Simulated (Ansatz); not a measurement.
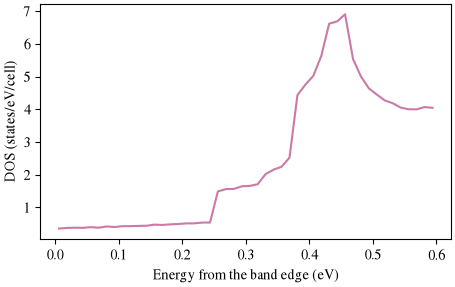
Fig. 1. Density of states of monolayer SnS below the valence band maximum, HSE06, rigid bands (Ansatz, a first-principles code); cell area 17.61 Å².

Question: What effective density of states at 300 K does this give (∫ g(E) exp(−E/k_BT) dE, both spins, divided by the cell's size)?

Answer: 5.5e12 cm⁻².

Spin-orbit coupling is left out; where it splits the top of the valence band, N_v and the p-type Seebeck coefficient come out somewhat high without it. Geometry: cell and atoms relaxed with PBE.
